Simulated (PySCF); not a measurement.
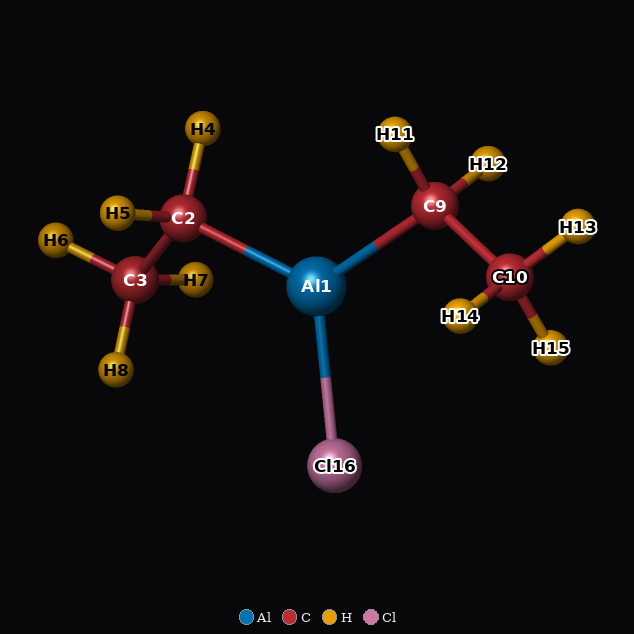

Computed geometry: PBE0-D3(BJ)/def2-SVP optimisation. No frequency run is at hand to confirm it as a minimum. Method: delta-SCF UKS SCAN, pcX-2 on the ionised atom (unc-x2c-TZVPall on a metal), pcseg-1 elsewhere, spin-free X2C (PySCF 2.14.0).

Give the core-electron binding energies (to vacuum; p and d levels without spin–orbit splitting) of Al1 1s, Al1 2p, C2 1s, C3 1s, Cl16 1s, Cl16 2p.

```
atom  level  binding energy (eV)
 Al1     1s               1566.9
 Al1     2p                 80.5
  C2     1s                289.9
  C3     1s                290.6
Cl16     1s               2827.8
Cl16     2p                205.8
```
